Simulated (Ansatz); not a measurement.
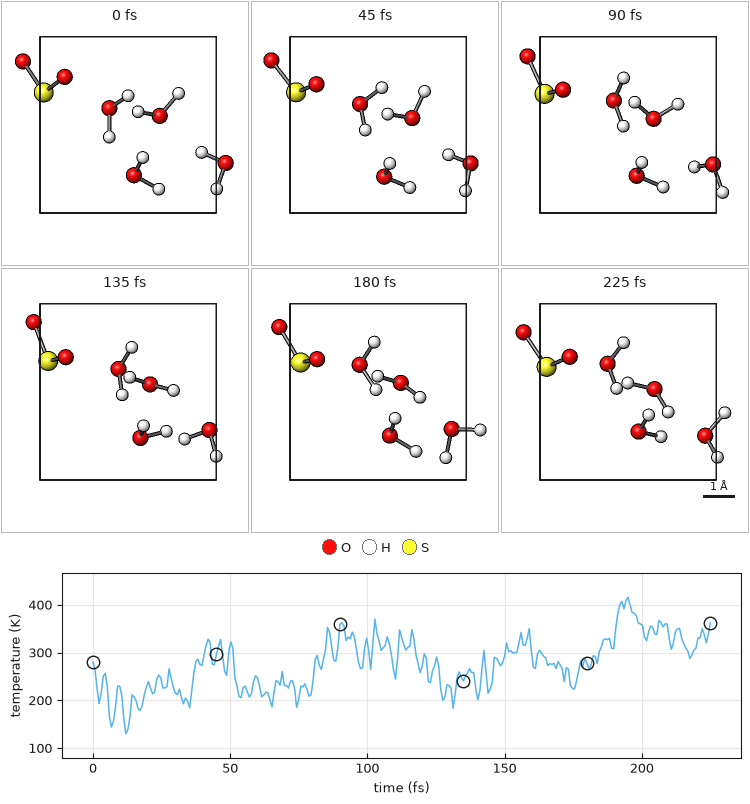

Molecular dynamics of a periodic cell with 4 H2O + 1 SO2 at 1.165 g/cm³, 225 fs long. Frames and the history of the run. The picture is a ball-and-stick view of the simulation cell, seen along the c axis. Atoms that leave the cell re-enter on the other side.

The calculation used DFT PBE-D3(BJ), scalar-relativistic, plane waves, PAW in Ansatz 0.2.0. Set-up: plane-wave cutoff 420 eV; k-point mesh 1 × 1 × 1; Fermi-Dirac smearing 0.02 eV; low-accuracy preset; Langevin thermostat (NVT); set temperature 300 K; time step 0.75 fs; friction 0.02 per fs.

### Describe the run.

In the second half of the run the atoms are, in the root-mean-square, this far from where they began (common drift taken out): H 0.84 Å, O 0.50 Å, S 0.27 Å. The heavy atoms stay within a fraction of a molecule's size of their starting places, while the hydrogen atoms travel further, as molecules turn; so short a run doesn't tell a liquid from a solid. The mean temperature in the second half is 299 K (standard deviation 48 K). The potential energy is still drifting at the end, so the run hasn't reached equilibrium. The potential energy in the second half lies on average 13.7 meV per atom above the first frame.

Limits of the set-up: the program's low-accuracy preset was used; the periodic images lie only 5.8 Å apart, so the values are limited by the cell's size.
